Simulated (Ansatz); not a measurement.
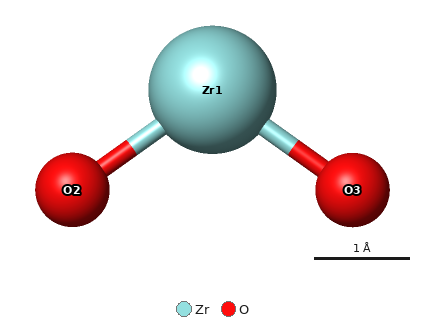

**Figure 1.** The input geometry (ball-and-stick view, seen on its broad side; atoms are numbered from 1 in the order of the input). Sticks mark near contacts. Bond lengths as drawn: O–Zr 1.82 Å.

ZrO$_{2}$: single-point calculation

System: ZrO$_{2}$, multiplicity 3.
Method: UKS r2SCAN-D4/def2-TZVPD (Ansatz 0.2.0).

The geometry comes from this level: PBE-D4/def2-TZVPD.

### What the program printed
```
Functional definition: r2SCAN
  name "r2SCAN"
  cite "Furness, Kaplan, Ning, Perdew & Sun, J. Phys. Chem. Lett. 11, 8208 (2020) doi:10.1021/acs.jpclett.0c02405"
  cite "Furness, Kaplan, Ning, Perdew & Sun, J. Phys. Chem. Lett. 11, 9248 (2020) doi:10.1021/acs.jpclett.0c03077"
  parent r2scan
  parameter k0 = 0.174
  parameter k1 = 0.065
  parameter a1 = 4.9479
  exchange = r2scan_x(k0 = k0, k1 = k1, a1 = a1)
  correlation = r2scan_c
these checks for a lower state are left out or cut short: starts
689 factors; their error is unknown
mean field evaluation 1: about -5374.3356 eV, gradient 3.2e0 eV
mean field evaluation 2: about -5374.3857 eV, gradient 7.4e-2 eV
mean field evaluation 4: about -5374.3845 eV, gradient 9.5e-4 eV
mean field evaluation 8: about -5374.3845 eV, gradient 1.4e-5 eV
mean field -5374.38449249 eV, -197.5049872104 hartree, gradient 1.4e-5 eV, S^2 2.021371; 0 other end points of the search recorded, 0 dependent functions left out
reference -5374.38452091 eV, -197.5049882549 hartree; 15, 13 occupied and 105, 107 virtual orbitals, 689 factors
Total energy: -5374.39594523 eV, -197.5054080908 hartree
Checks for a lower state left out: starts
```

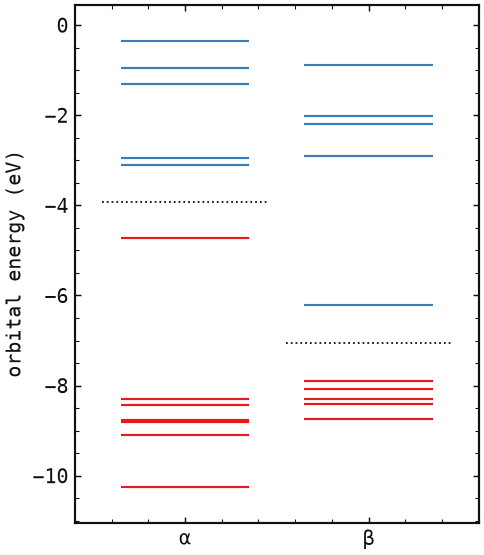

**Figure 2.** Orbital energies near the frontier for α and β spins; the dotted line parts filled from empty levels, and levels within 0.02 eV of each other stand side by side. α: highest filled −4.72 eV, lowest empty −3.11 eV, 1.61 eV apart; β: highest filled −7.90 eV, lowest empty −6.21 eV, 1.69 eV apart.

The run was set up as follows.

### The input
```yaml
crystal:
  periodic: [false, false, false]
  atoms:
    - {symbol: Zr, position_ang: [0.026918, 0.569810, 0.421284]}
    - {symbol: O, position_ang: [1.254478, -0.770160, 0.364678]}
    - {symbol: O, position_ang: [-1.281396, 0.200350, -0.785962]}
basis:
  gaussian: {orbitals: def2-TZVPD, initial_orbitals: start.molden}
magnetization: {spin_polarized: true, initial_magnetization: 2}
hamiltonian: {xc: r2scan, dispersion: d4}
scf: {omitted_lower_state_checks: [starts]}
output: {orbitals: {seedname: orbitals}}
```

Launch command:
```bash
ansatz run in.yaml --threads 4 --pin off --events-out ev --progress --plain --max-ram 3916MiB
```

### Results in brief

- outcome: converged
- total energy: −5374.3959 eV
- mean-field energy: −5374.3845 eV
- dispersion energy: −0.0114 eV
- ⟨S²⟩: 2.021
- SCF solution under orbital rotations: stable
- HOMO (either spin): −4.72 eV
- LUMO (either spin): −6.21 eV
- hardware: 4 threads of Arm Neoverse N1, 23 GiB of memory available, shared host
- wall time: 4.5 s (CPU time 16 s)
- peak memory: 0.25 GiB
